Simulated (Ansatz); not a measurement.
## TaNH4Cl2F2: nudged elastic band (part 1 of 2)

TaNH4Cl2F2, computed with RHF/def2-SVP (Ansatz 0.2.0).

The run did not end well. It belongs to a series of runs on one base structure; here: band between the two ends.

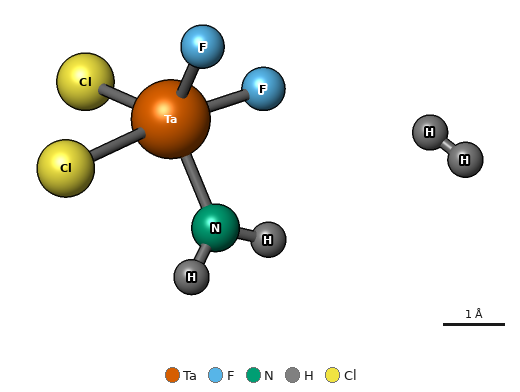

**Figure 1.** The input geometry (ball-and-stick view, seen at a tilt). Sticks mark near contacts.

### Input file
```yaml
crystal:
  periodic: [false, false, false]
  atoms:
    - { symbol: Ta, position_ang: [-0.647006, 0.238172, -0.025554] }
    - { symbol: F, position_ang: [1.230935, 0.194613, 0.099399] }
    - { symbol: F, position_ang: [-0.715889, -0.980584, 1.386933] }
    - { symbol: "N", position_ang: [-0.38284, -0.374433, -1.848112] }
    - { symbol: H, position_ang: [-1.110968, -0.59821, -2.502462] }
    - { symbol: H, position_ang: [0.537119, -0.536914, -2.222823] }
    - { symbol: Cl, position_ang: [-0.695674, 2.534241, 0.315645] }
    - { symbol: Cl, position_ang: [-2.974903, 0.039692, -0.345023] }
    - { symbol: H, position_ang: [3.607305, -2.009436, -1.314009] }
    - { symbol: H, position_ang: [3.302022, -1.508041, -0.852195] }
basis:
  gaussian: { orbitals: def2-SVP }
hamiltonian:
  xc: hf
neb:
  order_check: false
  images: 5
  f_tol: 0.03
  max_iterations: 38
  final_atoms:
    - { symbol: Ta, position_ang: [-0.32676275, -0.38297475, -0.30739662] }
    - { symbol: F, position_ang: [2.23042639, -0.15676883, -0.2946375] }
    - { symbol: F, position_ang: [0.45446222, -0.87284679, 1.36973315] }
    - { symbol: "N", position_ang: [-0.23050735, -0.16939279, -2.25868459] }
    - { symbol: H, position_ang: [0.08472156, -0.8457673, -2.92865214] }
    - { symbol: H, position_ang: [-0.37751607, 0.7203258, -2.70736193] }
    - { symbol: Cl, position_ang: [-0.03048707, 1.95451178, -0.00462048] }
    - { symbol: Cl, position_ang: [-2.51840796, -0.9609948, 0.08759491] }
    - { symbol: H, position_ang: [0.41426102, -1.87957909, -0.81720411] }
    - { symbol: H, position_ang: [2.449911, -0.40741323, 0.55302831] }
  initial_path:
    images:
      - { positions_ang: [[-0.647006, 0.238172, -0.025554], [1.230935, 0.194613, 0.099399], [-0.715889, -0.980584, 1.386933], [-0.38284, -0.374433, -1.848112], [-1.110968, -0.59821, -2.502462], [0.537119, -0.536914, -2.222823], [-0.695674, 2.534241, 0.315645], [-2.974903, 0.039692, -0.345023], [3.607305, -2.009436, -1.314009], [3.302022, -1.508041, -0.852195]] }
      - { positions_ang: [[-0.44762909, 0.16050604, -0.02316533], [1.55647492, 0.05814214, 0.14078348], [-0.56332239, -0.66442222, 1.55791067], [-0.1934324, -0.23399243, -1.95382207], [-0.88286211, -0.58715576, -2.59402832], [0.66220464, -0.13151074, -2.35083943], [-0.82057519, 2.4404764, 0.18170479], [-2.4738816, -0.64163671, -0.30091615], [2.58825796, -1.92820522, -1.20098688], [2.72486627, -1.47310148, -0.76484177]] }
      - { positions_ang: [[-0.24825217, 0.08284007, -0.02077665], [1.88201484, -0.07832873, 0.18216795], [-0.41075578, -0.34826045, 1.72888835], [-0.0040248, -0.09355186, -2.05953214], [-0.65475623, -0.57610153, -2.68559464], [0.78729028, 0.27389252, -2.47885585], [-0.94547638, 2.3467118, 0.04776459], [-1.9728602, -1.32296543, -0.25680931], [1.56921092, -1.84697444, -1.08796476], [2.14771053, -1.43816196, -0.67748854]] }
      - { positions_ang: [[-0.04887526, 0.00517411, -0.01838798], [2.20755475, -0.21479959, 0.22355243], [-0.25818917, -0.03209867, 1.89986602], [0.1853828, 0.04688872, -2.1652422], [-0.42665034, -0.56504729, -2.77716096], [0.91237591, 0.67929578, -2.60687228], [-1.07037757, 2.2529472, -0.08617562], [-1.4718388, -2.00429414, -0.21270246], [0.55016388, -1.76574366, -0.97494264], [1.5705548, -1.40322244, -0.59013531]] }
      - { positions_ang: [[-0.14150442, -0.12420885, -0.1147242], [2.21517863, -0.195456, 0.05082246], [-0.02063871, -0.31234804, 1.72315506], [0.04675275, -0.02520512, -2.19638967], [-0.25619304, -0.65862063, -2.82765802], [0.48241192, 0.69297245, -2.64036883], [-0.7237474, 2.15346873, -0.05899057], [-1.82069519, -1.6565277, -0.11260334], [0.50486293, -1.80368881, -0.92236313], [1.86367353, -1.07128604, -0.20908077]] }
      - { positions_ang: [[-0.23413359, -0.2535918, -0.21106041], [2.22280251, -0.17611241, -0.12190752], [0.21691175, -0.59259741, 1.54644411], [-0.0918773, -0.09729895, -2.22753713], [-0.08573574, -0.75219396, -2.87815508], [0.05244792, 0.70664912, -2.67386538], [-0.37711723, 2.05399025, -0.03180552], [-2.16955157, -1.30876125, -0.01250421], [0.45956198, -1.84163395, -0.86978362], [2.15679227, -0.73934964, 0.17197377]] }
      - { positions_ang: [[-0.32676275, -0.38297475, -0.30739662], [2.23042639, -0.15676883, -0.2946375], [0.45446222, -0.87284679, 1.36973315], [-0.23050735, -0.16939279, -2.25868459], [0.08472156, -0.8457673, -2.92865214], [-0.37751607, 0.7203258, -2.70736193], [-0.03048707, 1.95451178, -0.00462048], [-2.51840796, -0.9609948, 0.08759491], [0.41426102, -1.87957909, -0.81720411], [2.449911, -0.40741323, 0.55302831]] }
```

Command:
```bash
ansatz run input.yaml --threads 2 --pin off --max-ram 3072MiB --backend cpu --events-out ev --progress --plain --runs-dir out
```

### What the program printed
```
Engine: ansatz 0.2.0, x86_64-unknown-linux-gnu
Functional definition: HF
  exchange = exact_x
  correlation = 0
1349 factors; integrals over basis functions are off by at most 2.7e-4 eV
mean field evaluation 1: about -33484.5377 eV, gradient 5.8e1 eV
mean field evaluation 2: about -33484.7117 eV, gradient 5.9e1 eV
mean field evaluation 4: about -33491.7698 eV, gradient 3.4e0 eV
mean field evaluation 8: about -33491.8365 eV, gradient 3.2e-1 eV
mean field -33491.83704086 eV, -1230.8023096691 hartree, gradient 8.7e-6 eV, S^2 0.000000; 0 other end points of the search recorded, 0 dependent functions left out
the calculation of the forces begins
reference -33491.83704086 eV, -1230.8023096691 hartree; 38, 38 occupied and 92, 92 virtual orbitals, 1349 factors
1353 factors; integrals over basis functions are off by at most 1.0e-3 eV
mean field evaluation 16: about -33483.6158 eV, gradient 5.5e1 eV
mean field -33490.41288572 eV, -1230.7499729331 hartree, gradient 6.0e-5 eV, S^2 0.000000; 0 other end points of the search recorded, 0 dependent functions left out
[... from here on the field's lines of each further geometry are left out, up to the last ...]
NEB iter   1: max|band force component| = 4.865e1 eV/Å  barrier→ = 7.9132 eV  barrier← = 6.4890 eV  Δτ_max = 0.2000 Å  (306 SCF iters)
NEB iter   2: max|band force component| = 7.471e0 eV/Å  barrier→ = 2.8731 eV  barrier← = 1.4489 eV  Δτ_max = 0.1980 Å  (221 SCF iters)
NEB iter   3: max|band force component| = 4.084e0 eV/Å  barrier→ = 2.5247 eV  barrier← = 1.1006 eV  Δτ_max = 0.2000 Å  (214 SCF iters)
NEB iter   4: max|band force component| = 1.702e0 eV/Å  barrier→ = 2.5011 eV  barrier← = 1.0769 eV  Δτ_max = 0.1992 Å  (206 SCF iters)
NEB iter   5: max|band force component| = 1.271e0 eV/Å  barrier→ = 2.5176 eV  barrier← = 1.0935 eV  Δτ_max = 0.2000 Å  (212 SCF iters)
NEB iter   6: max|band force component| = 9.694e-1 eV/Å  barrier→ = 2.2924 eV  barrier← = 0.8682 eV  Δτ_max = 0.2000 Å  (210 SCF iters)
NEB iter   7: max|band force component| = 8.099e-1 eV/Å  barrier→ = 2.1601 eV  barrier← = 0.7359 eV  Δτ_max = 0.2000 Å  (198 SCF iters)
NEB iter   8: max|band force component| = 1.309e0 eV/Å  barrier→ = 2.0414 eV  barrier← = 0.6172 eV  Δτ_max = 0.1014 Å  (201 SCF iters)
NEB iter   9: max|band force component| = 1.002e0 eV/Å  barrier→ = 1.9593 eV  barrier← = 0.5351 eV  Δτ_max = 0.1007 Å  (199 SCF iters)
NEB iter  10: max|band force component| = 9.691e-1 eV/Å  barrier→ = 1.9134 eV  barrier← = 0.4893 eV  Δτ_max = 0.1003 Å  (203 SCF iters)
NEB iter  11: max|band force component| = 6.458e-1 eV/Å  barrier→ = 1.8697 eV  barrier← = 0.4455 eV  Δτ_max = 0.1004 Å  (204 SCF iters)
NEB iter  12: max|band force component| = 4.672e-1 eV/Å  barrier→ = 1.8418 eV  barrier← = 0.4176 eV  CI = image 4  Δτ_max = 0.1006 Å  (204 SCF iters)
NEB iter  13: max|band force component| = 6.863e-1 eV/Å  barrier→ = 1.8503 eV  barrier← = 0.4262 eV  CI = image 4  Δτ_max = 0.2000 Å  (208 SCF iters)
NEB iter  14: max|band force component| = 5.858e-1 eV/Å  barrier→ = 1.8262 eV  barrier← = 0.4021 eV  CI = image 4  Δτ_max = 0.1960 Å  (208 SCF iters)
NEB iter  15: max|band force component| = 3.916e-1 eV/Å  barrier→ = 1.8042 eV  barrier← = 0.3800 eV  CI = image 4  Δτ_max = 0.2000 Å  (205 SCF iters)
NEB iter  16: max|band force component| = 4.279e-1 eV/Å  barrier→ = 1.7387 eV  barrier← = 0.3146 eV  CI = image 4  Δτ_max = 0.1013 Å  (206 SCF iters)
NEB iter  17: max|band force component| = 7.323e-1 eV/Å  barrier→ = 1.7231 eV  barrier← = 0.2990 eV  CI = image 4  Δτ_max = 0.0503 Å  (207 SCF iters)
NEB iter  18: max|band force component| = 9.157e-1 eV/Å  barrier→ = 1.7169 eV  barrier← = 0.2927 eV  CI = image 4  Δτ_max = 0.0502 Å  (210 SCF iters)
NEB iter  19: max|band force component| = 1.072e0 eV/Å  barrier→ = 1.7073 eV  barrier← = 0.2832 eV  CI = image 4  Δτ_max = 0.1002 Å  (211 SCF iters)
NEB iter  20: max|band force component| = 1.321e0 eV/Å  barrier→ = 1.6833 eV  barrier← = 0.2592 eV  CI = image 4  Δτ_max = 0.1957 Å  (205 SCF iters)
NEB iter  21: max|band force component| = 1.269e0 eV/Å  barrier→ = 1.6670 eV  barrier← = 0.2429 eV  CI = image 5  Δτ_max = 0.1922 Å  (203 SCF iters)
NEB iter  22: max|band force component| = 6.454e-1 eV/Å  barrier→ = 1.6631 eV  barrier← = 0.2389 eV  CI = image 5  Δτ_max = 0.2000 Å  (203 SCF iters)
NEB iter  23: max|band force component| = 8.650e-1 eV/Å  barrier→ = 1.6836 eV  barrier← = 0.2594 eV  CI = image 5  Δτ_max = 0.1015 Å  (203 SCF iters)
NEB iter  24: max|band force component| = 6.755e-1 eV/Å  barrier→ = 1.6836 eV  barrier← = 0.2595 eV  CI = image 5  Δτ_max = 0.1967 Å  (206 SCF iters)
NEB iter  25: max|band force component| = 5.803e-1 eV/Å  barrier→ = 1.6760 eV  barrier← = 0.2518 eV  CI = image 5  Δτ_max = 0.1972 Å  (205 SCF iters)
NEB iter  26: max|band force component| = 4.941e-1 eV/Å  barrier→ = 1.6660 eV  barrier← = 0.2418 eV  CI = image 5  Δτ_max = 0.1998 Å  (208 SCF iters)
NEB iter  27: max|band force component| = 4.802e-1 eV/Å  barrier→ = 1.6550 eV  barrier← = 0.2309 eV  CI = image 5  Δτ_max = 0.1994 Å  (203 SCF iters)
NEB iter  28: max|band force component| = 4.340e-1 eV/Å  barrier→ = 1.6443 eV  barrier← = 0.2201 eV  CI = image 5  Δτ_max = 0.1633 Å  (204 SCF iters)
NEB iter  29: max|band force component| = 3.695e-1 eV/Å  barrier→ = 1.6457 eV  barrier← = 0.2216 eV  CI = image 5  Δτ_max = 0.1023 Å  (212 SCF iters)
NEB iter  30: max|band force component| = 3.049e-1 eV/Å  barrier→ = 1.6376 eV  barrier← = 0.2134 eV  CI = image 5  Δτ_max = 0.0666 Å  (210 SCF iters)
NEB iter  31: max|band force component| = 1.103e-1 eV/Å  barrier→ = 1.6294 eV  barrier← = 0.2053 eV  CI = image 5  Δτ_max = 0.1135 Å  (212 SCF iters)
NEB iter  32: max|band force component| = 1.268e-1 eV/Å  barrier→ = 1.6206 eV  barrier← = 0.1965 eV  CI = image 5  Δτ_max = 0.0574 Å  (209 SCF iters)
NEB iter  33: max|band force component| = 1.257e-1 eV/Å  barrier→ = 1.6145 eV  barrier← = 0.1903 eV  CI = image 5  Δτ_max = 0.0575 Å  (212 SCF iters)
NEB iter  34: max|band force component| = 1.333e-1 eV/Å  barrier→ = 1.6062 eV  barrier← = 0.1820 eV  CI = image 5  Δτ_max = 0.0287 Å  (214 SCF iters)
NEB iter  35: max|band force component| = 1.364e-1 eV/Å  barrier→ = 1.6045 eV  barrier← = 0.1803 eV  CI = image 5  Δτ_max = 0.0287 Å  (213 SCF iters)
NEB iter  36: max|band force component| = 1.429e-1 eV/Å  barrier→ = 1.6041 eV  barrier← = 0.1799 eV  CI = image 5  Δτ_max = 0.0287 Å  (215 SCF iters)
NEB iter  37: max|band force component| = 1.447e-1 eV/Å  barrier→ = 1.6034 eV  barrier← = 0.1792 eV  CI = image 5  Δτ_max = 0.0286 Å  (213 SCF iters)
the calculation of the forces begins
reference -33490.47031102 eV, -1230.7520832739 hartree; 38, 38 occupied and 92, 92 virtual orbitals, 1351 factors
these checks for a lower state are left out or cut short: starts, cluster_reference, orbital_swaps, neighbouring_geometries, increment
1351 factors; integrals over basis functions are off by at most 1.1e-3 eV
mean field -33490.23435612 eV, -1230.7434120912 hartree, gradient 1.8e-5 eV, S^2 0.000000; 0 other end points of the search recorded, 0 dependent functions left out
the calculation of the forces begins
reference -33490.23435612 eV, -1230.7434120912 hartree; 38, 38 occupied and 92, 92 virtual orbitals, 1351 factors
NEB iter  38: max|band force component| = 1.476e-1 eV/Å  barrier→ = 1.6027 eV  barrier← = 0.1785 eV  CI = image 5  Δτ_max = 0.0572 Å  (216 SCF iters)
```

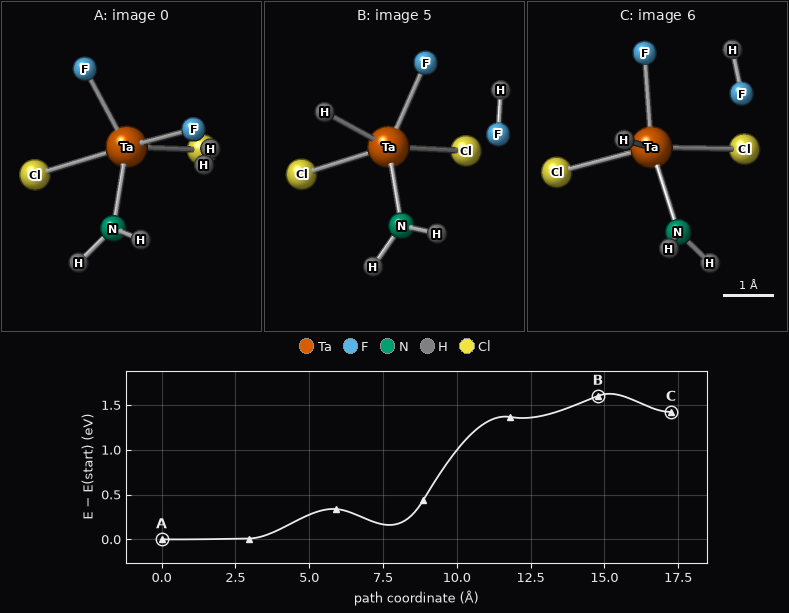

**Figure 2.** Images of the last band (counted from 0; ball-and-stick, seen at a tilt) above the energy along the path; the line is a cubic interpolation that uses the forces. The highest image is number 5, 1.603 eV above the start and 0.179 eV above the end (the climbing image); the end lies 1.424 eV above the start. The path is 17.25 Å long. The band had not converged after 38 iterations.
